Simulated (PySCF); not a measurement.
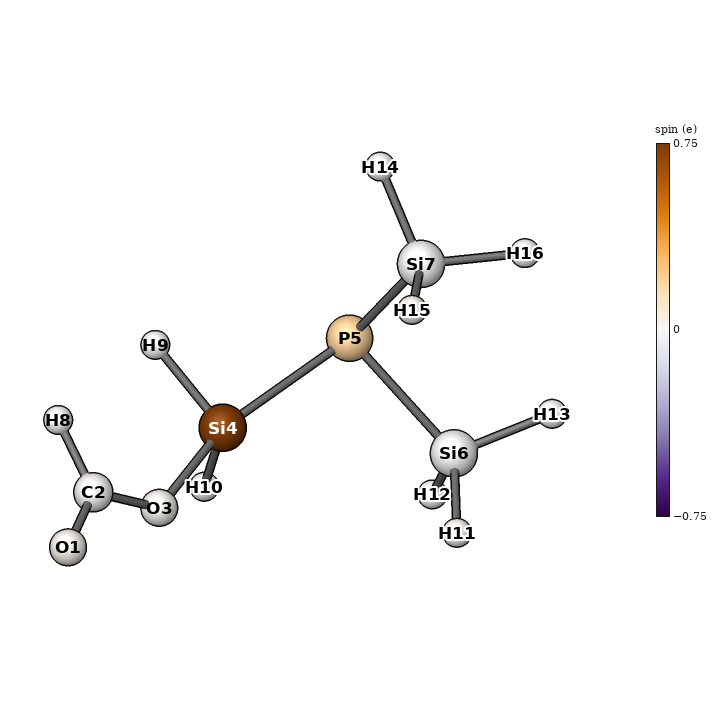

Atoms are coloured by their Mulliken spin populations. State: charge −1, doublet. Computed geometry: GFN2-xTB optimisation. No frequency run is at hand to confirm it as a minimum. Level of theory: UKS B3LYP, pcH-1 on C H O P Si, non-relativistic (PySCF 2.14.0).

Q: Which atom carries the largest spin population?

A: Si4 (0.73 e).

Q: Which atom has the lowest spin population?

A: H10 (−0.02 e); a negative value comes from spin polarisation.

Give the Mulliken spin populations atom by atom.

| atom | value (e) |
| --- | --- |
| O1 | 0.02 |
| C2 | 0.01 |
| O3 | 0.02 |
| Si4 | 0.73 |
| P5 | 0.20 |
| Si6 | 0.01 |
| Si7 | 0.01 |
| H8 | 0.00 |
| H9 | −0.01 |
| H10 | −0.02 |
| H11 | 0.02 |
| H12 | 0.00 |
| H13 | 0.00 |
| H14 | 0.00 |
| H15 | 0.02 |
| H16 | 0.00 |

Mulliken values depend strongly on the basis set. The geometry is semi-empirical. Around P, Si such bond lengths and angles can be off by a tenth of an ångström or more and by several degrees, and values that hang on the shape move with them.
